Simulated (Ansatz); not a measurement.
## Electronic structure of C₂H₂GeSi in real space

The calculation's input:

```
crystal:
  periodic: [false, false, false]
  atoms:
    - {symbol: C, position_ang: [-0.326447, -1.323030, -1.212112]}
    - {symbol: C, position_ang: [0.792016, -2.181540, -1.261655]}
    - {symbol: Ge, position_ang: [2.060963, -3.331040, -0.666399]}
    - {symbol: Si, position_ang: [0.189542, -2.206744, 0.575308]}
    - {symbol: H, position_ang: [-1.283237, -1.648474, -1.627270]}
    - {symbol: H, position_ang: [-0.185454, -0.240183, -1.247902]}
basis:
  gaussian:
    orbitals: def2-TZVPD
hamiltonian:
  xc: {name: PBE0}
output: {forces: true, orbitals: {seedname: orbitals}}
```

Launched as:

```sh
ansatz run input.yaml --threads 2 --pin off --max-ram 4350MiB --events-out events.jsonl --progress --plain --runs-dir runs
```

Geometry: B3LYP/6-31G*.

Computed with Ansatz 0.2.0, isolated molecule in a Gaussian basis; Kohn-Sham density functional theory, functional PBE0.

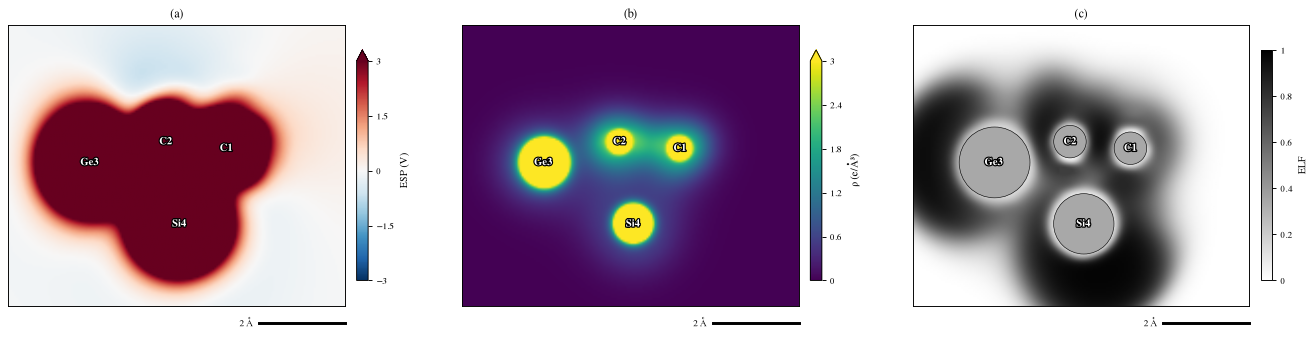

Figure 1. (a) electrostatic potential; (b) total electron density; (c) electron localisation function on the plane of atoms C2, C1 and Si4. Grey discs cover the atomic cores in the ELF map.

What do the fields say about this system?

Atoms in the plane: C, Ge and Si.
C–C (1.41 Å): ρ is about 2 e/Å³ halfway; the ELF peaks at about 0.95 between the atoms: a covalent bond.
C–Ge (1.81 Å): ρ is about 0.96 e/Å³ halfway; the ELF peaks at about 0.80 in the valence shell of C, 0.6 Å from its nucleus, and is about 0.40 at the midpoint.
C–Si (1.93 Å): ρ at the midpoint is about 0.69 e/Å³; the ELF peaks at about 0.75 between the atoms.
Si–Ge (2.51 Å): the density is about 0.46 e/Å³ at the midpoint; the ELF peaks at about 0.70 in the valence shell of Si, 1.1 Å from its nucleus, and is about 0.60 at the midpoint.
C–Si (2.06 Å): ρ is about 0.65 e/Å³ halfway, with its minimum of 0.57 e/Å³ about 1.3 Å from C; the ELF peaks at about 0.80 between the atoms: a covalent bond.
The ELF also peaks beside Si4, away from the bonds: lone-pair regions.
Outside the dense part of the molecule the potential is most negative (−0.7 V) near C2.

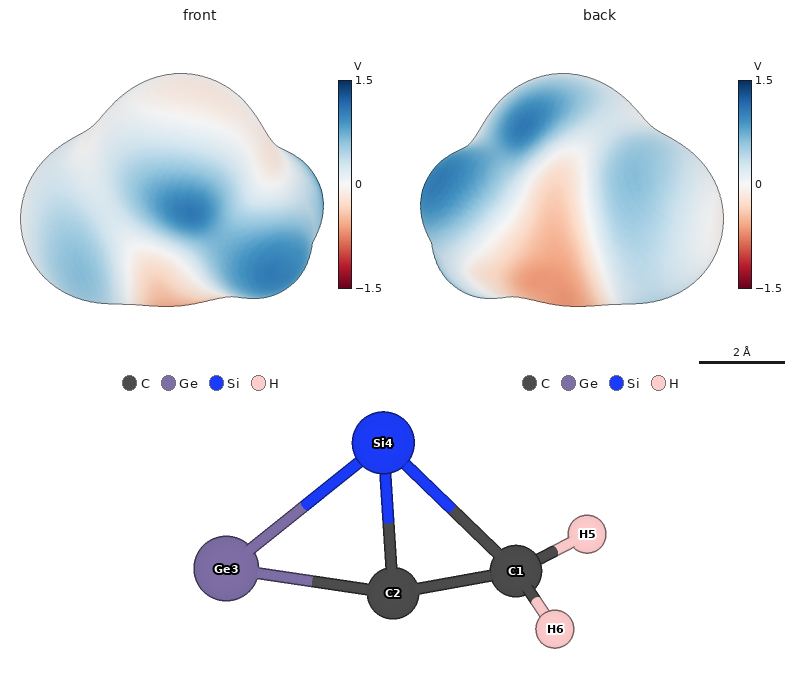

Figure 2. The molecular electrostatic potential painted on the density surface at 0.002 e/bohr³, seen from the front and from behind; red is negative and blue positive. The bare structure is drawn below in the same view.

Where is the surface potential most negative and most positive?

The most negative region (about −0.6 V, or −14 kcal/mol for a unit charge) lies over C2 and Ge3, the most positive (about +1.1 V, or +25 kcal/mol for a unit charge) over Si4, H5 and H6.

How polar is the molecule by this calculation?

Its dipole moment is 0.70 D.

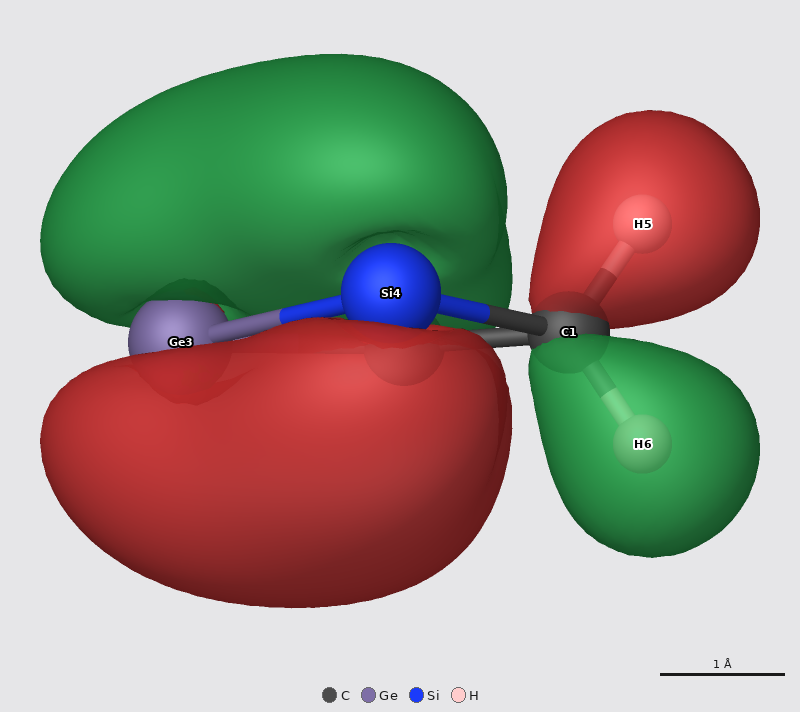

Figure 3. The HOMO−1 at ±0.06 Å⁻³ᐟ² (green and red are the two phases), seen from one side.

Describe this orbital and give its energy.

By Hirshfeld shares it lies mainly on C2 (about 35 %), Ge3 (about 30 %), Si4 (about 20 %) and C1 (about 10 %); π-bonding across C2–Ge3. Its energy is −7.02 eV.
